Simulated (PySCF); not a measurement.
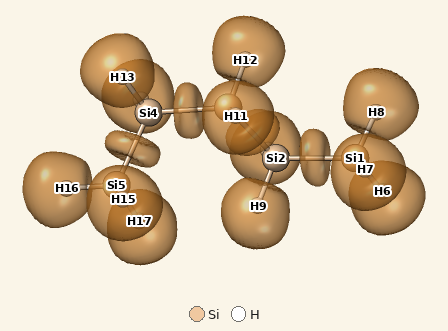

The picture shows: H12Si5 (SMILES [SiH3][SiH2][SiH2][SiH2][SiH3]). Isosurface of the ELF at 0.8 (orange), seen across its widest extent. Core shells and regions of very low density are left out.

Geometry: GFN2-xTB.

The calculation used PBE0/pcSseg-1, SCF density, gas phase, non-relativistic in PySCF.

Input file:

```
{"job": {"xc": "PBE0", "basis": "pcSseg-1", "kind": "nmr", "pop": true}, "charge": 0, "multiplicity": 1}
Si     3.500055    -0.284172    -1.241109
Si     1.311379     0.373858    -0.884215
Si     0.346882     0.007526     1.195773
Si    -1.885586     0.619871     1.423317
Si    -3.325049    -0.439578    -0.044349
H      4.008676    -0.007877    -2.588202
H      3.661775    -1.725584    -1.029410
H      4.418653     0.380898    -0.312345
H      0.442663    -0.267368    -1.888867
H      1.174486     1.806133    -1.204468
H      0.470861    -1.425398     1.520001
H      1.181481     0.647092     2.226980
H     -2.356790     0.432040     2.806669
H     -1.985644     2.078550     1.239006
H     -3.279633    -1.896345     0.111924
H     -4.732185    -0.058698     0.094761
H     -2.959022    -0.159417    -1.435378
```

Command:

```sh
OMP_NUM_THREADS=1 python ens_run.py task.json out
```

> Describe the localisation domains.

The ELF exceeds this value in four regions between bonded Si–Si atoms (shared pairs) and twelve regions around hydrogen nuclei. Profiles from the grid: Si–Si (2.31 Å): the ELF peaks at about 1 between the atoms (localised, covalent bonding). Si–H (1.46 Å): the ELF climbs to about 1 towards the hydrogen, as it does in any bond to H.
